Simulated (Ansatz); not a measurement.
Results of revPBE (Ansatz, a first-principles code, PAW) for CsCl-type NiAl.

Settings: plane-wave cutoff 520 eV, 20×20×20 k mesh, Fermi–Dirac smearing 0.05 eV, no spin polarisation, scalar-relativistic PAW data made under PBE.

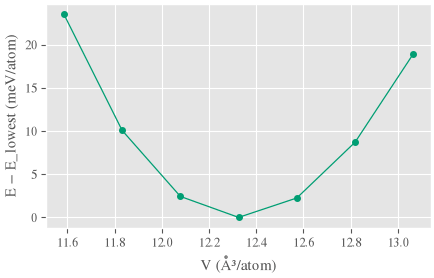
Figure. Total energy against volume

**Question.** From the curve, estimate the equilibrium volume and the bulk modulus.

**Answer.** V0 ≈ 12.3 Å³/atom and B0 ≈ 150 GPa; the fit gives V0 = 12.326 Å³/atom, B0 = 152 GPa, B′ = 4.4.

Measured, for comparison: bulk modulus 156 GPa (room temperature, not corrected to a static lattice; as tabulated in Yamada et al. (2019), arXiv:1910.09660); equilibrium volume per atom 11.97 Å³/atom (extrapolated to 0 K, zero-point anharmonic expansion removed (Haas, Tran, Blaha 2009); as tabulated in Levämäki et al. (2014), arXiv:1402.3671). Computed (rounded) less measured: bulk modulus -3 %, equilibrium volume per atom +3.0 %.

It cost about 50 core-seconds (a rough figure) of CPU time.
